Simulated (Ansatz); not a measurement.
C₃H₆AlN (SMILES [CH3][Al]([CH3])[C]#N)

Input

```
crystal:
  periodic: [false, false, false]
  atoms:
    - {symbol: C, position_ang: [-1.803385, -0.265527, 0.296602]}
    - {symbol: Al, position_ang: [0.033137, 0.158665, -0.153845]}
    - {symbol: C, position_ang: [1.672470, -0.628809, 0.515599]}
    - {symbol: C, position_ang: [0.264438, 1.588228, -1.463598]}
    - {symbol: N, position_ang: [0.400704, 2.432931, -2.238525]}
    - {symbol: H, position_ang: [-1.889941, -1.070391, 1.029639]}
    - {symbol: H, position_ang: [-2.313694, 0.615904, 0.698704]}
    - {symbol: H, position_ang: [-2.361374, -0.559952, -0.598307]}
    - {symbol: H, position_ang: [2.294914, -0.989355, -0.309537]}
    - {symbol: H, position_ang: [1.498874, -1.461529, 1.200537]}
    - {symbol: H, position_ang: [2.269357, 0.122734, 1.043331]}
basis:
  gaussian: {orbitals: def2-TZVPP}
hamiltonian: {xc: pbe0, dispersion: d4}
output: {orbitals: {seedname: orbitals}}
```

Command:

```sh
ansatz run in.yaml --threads 4 --pin off --events-out ev --progress --plain --max-ram 10444MiB
```

Geometry: PBE0-D4/def2-TZVP.

Computed with RKS PBE0-D4/def2-TZVPP (Ansatz).

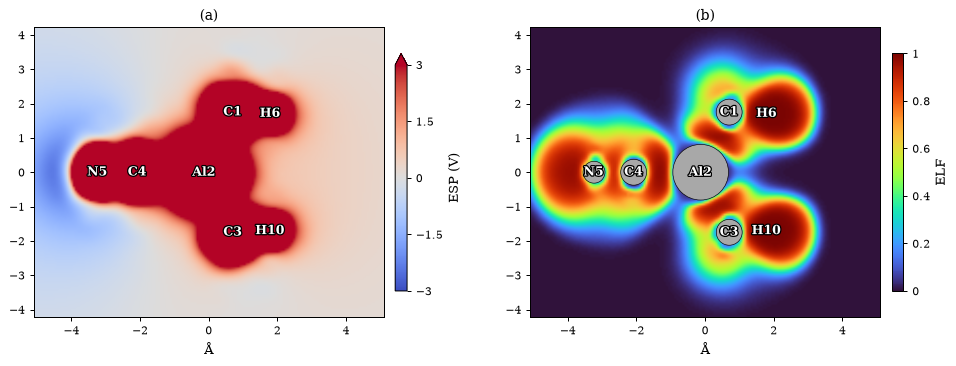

Figure 1. (a) electrostatic potential; (b) ELF on the plane of atoms Al2, C1 and H6. Grey discs cover the atomic cores in the ELF map.

### Interpret the plot.

The section cuts through C, Al, N and H sites.
C–N (1.15 Å): the ELF peaks at about 0.90 between the atoms; a short, multiple covalent bond.
C–Al (1.94 Å): the ELF peaks at about 0.95 between the atoms (a shared but strongly polarised pair).
C–H (1.09 Å): the ELF climbs to about 1 towards the hydrogen, as it does in any bond to H: a covalent bond by its length.
The ELF also peaks beside N5, away from the bonds: lone-pair regions.
Outside the dense part of the molecule the potential is most negative (−2.3 V) near N5.

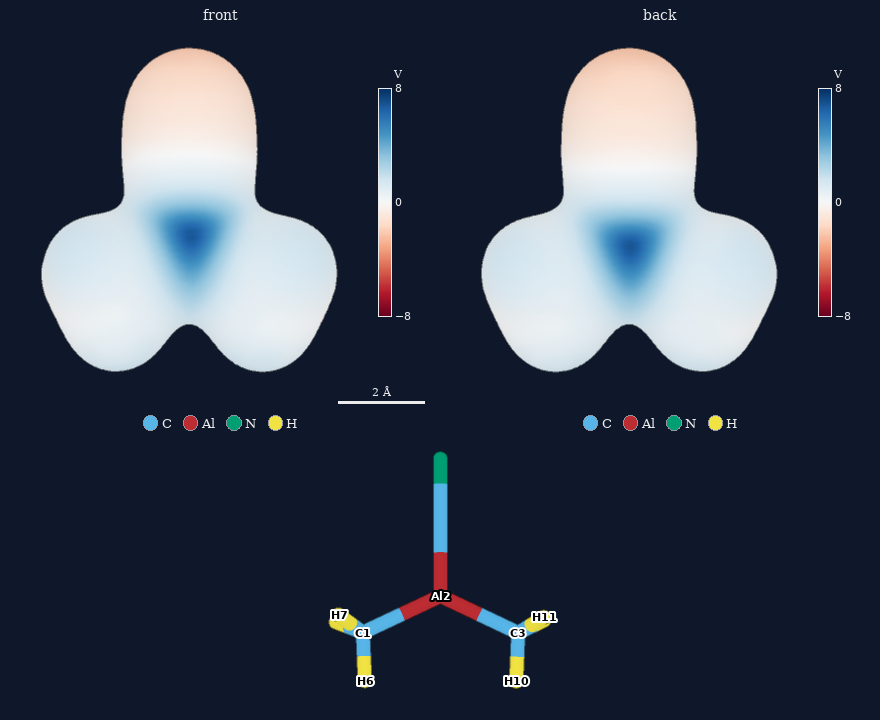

Figure 2. The electrostatic potential painted on the density surface at 0.004 e/bohr³, seen from the front and from behind; the colour scale runs from red (negative) to blue (positive). The bare structure is drawn below in the same view.

### Which sites attract a positive test charge, and which a negative one?

A positive charge is drawn to the negative regions and a negative charge to the positive ones. The most negative region (about −2.1 V) lies over N5, the most positive (about +6.5 V) over Al2. N5 is the likeliest acceptor of a hydrogen bond.

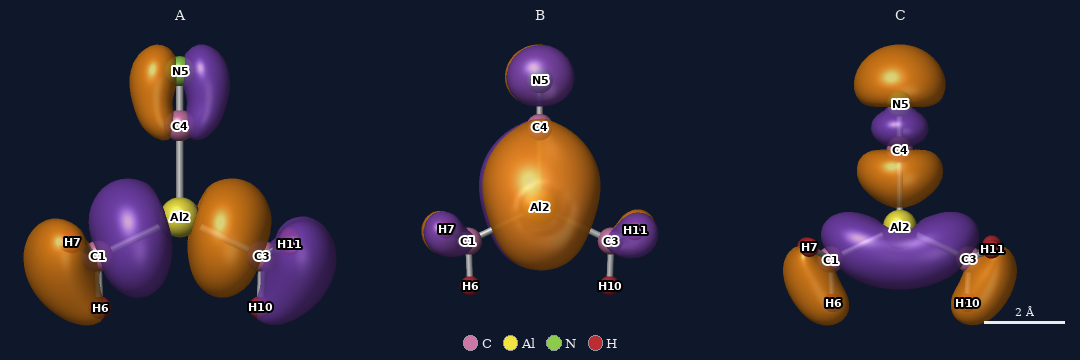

Figure 3. Three frontier orbitals at ±0.08 Å⁻³ᐟ² (orange and purple are the two phases), in no order.

### Order the three orbitals by energy and name them.

C is the HOMO−1 (−9.31 eV). Its weight (Hirshfeld) is mainly on N5 (about 30 %), C4 (about 20 %), Al2 (about 15 %), C1 (about 15 %) and C3 (about 15 %). A is the HOMO (−8.40 eV). Its weight (Hirshfeld) is mainly on C1 (about 30 %), C3 (about 30 %) and Al2 (about 20 %). B is the LUMO (−1.64 eV). By Hirshfeld shares it lies mainly on Al2 (about 55 %), C4 (about 15 %) and N5 (about 10 %).

### What is the HOMO–LUMO gap?

6.76 eV between the orbital energies.

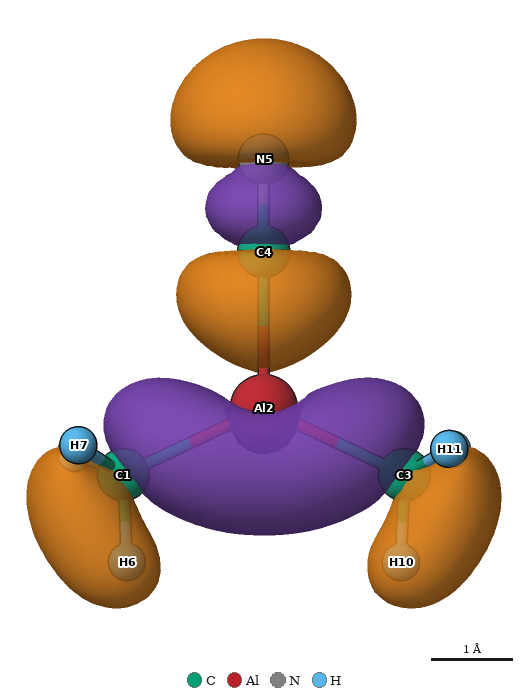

Figure 4. The HOMO−1 at ±0.08 Å⁻³ᐟ² (orange and purple are the two phases), seen at a tilt.

### Describe this orbital and give its energy.

Its weight (Hirshfeld) is mainly on N5 (about 30 %), C4 (about 20 %), Al2 (about 15 %), C1 (about 15 %) and C3 (about 15 %). Its energy is −9.31 eV.
